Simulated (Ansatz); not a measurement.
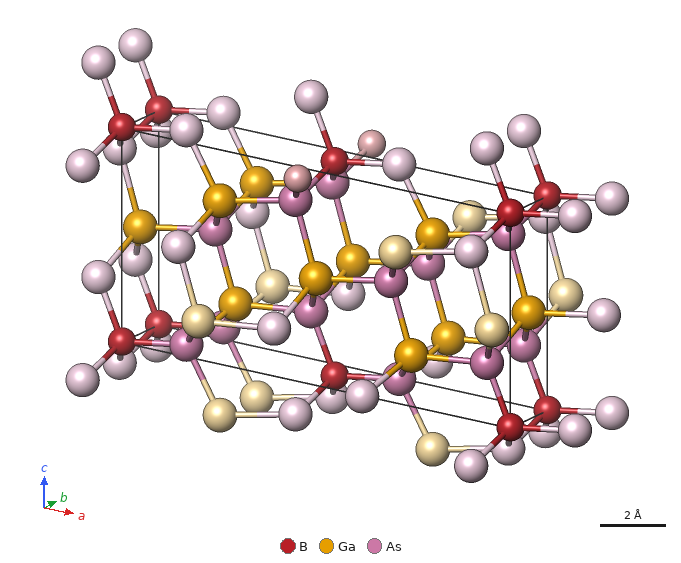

Ball-and-stick representation of a periodic structure, projected slightly off an axis. The lines enclose the conventional unit cell; boundary atoms appear with their images. The bonded neighbours beyond the faces are included, in fainter colours.

Ga$_{3}$BAs$_{4}$, space group Cm (No. 8), a = 12.766 Å, b = 3.845 Å, c = 6.703 Å, α = 90.00°, β = 99.59°, γ = 90.00°. It goes back to a structure type filled with these elements by a generator (whether the compound takes this form wasn't checked). Earlier steps of the study, as a rule a relaxation of our own, may have changed the cell and positions, so they can lie some per cent off the listed ones. It went into a calculation with Ansatz.

This one geometry was computed with Ansatz (DFT, plane waves, PAW) at five levels of theory: r2SCAN, PBE0, PBE, PBE with spin-orbit coupling and HSE06. It was relaxed beforehand with r2SCAN.

**Which level gives the highest pressure at this volume, and what does that say about its equilibrium volume?**

Highest: PBE (2.7 GPa) and PBE with spin-orbit coupling (2.6 GPa), which points to the largest equilibrium volume. Lowest, with the smallest volume: r2SCAN (0.0 GPa), PBE0 (0.1 GPa) and HSE06 (0.3 GPa). Levels within 0.5 GPa of each other can't be told apart.

**How does the band gap change with the level of theory?**

PBE with spin-orbit coupling: a gap of 0.33 eV, direct; PBE: a gap of 0.38 eV, direct; r2SCAN: a gap of 0.67 eV, direct; HSE06: a gap of 1.13 eV, direct; PBE0: a gap of 1.79 eV, direct.

**Collect the results in a table.**

| level | cutoff (eV) | k-mesh of the run's cell | gap (eV) | pressure (GPa) |
| --- | --- | --- | --- | --- |
| r2SCAN | 500 | 8×8×4 | 0.67 | 0.0 |
| PBE0 | 420 | 4×4×2 | 1.79 | 0.1 |
| PBE | 420 | 8×8×4 | 0.38 | 2.7 |
| PBE with spin-orbit coupling | 420 | 8×8×4 | 0.33 | 2.6 |
| HSE06 | 420 | 4×4×2 | 1.13 | 0.3 |

Gaps are taken on the k-mesh or band path of each run.
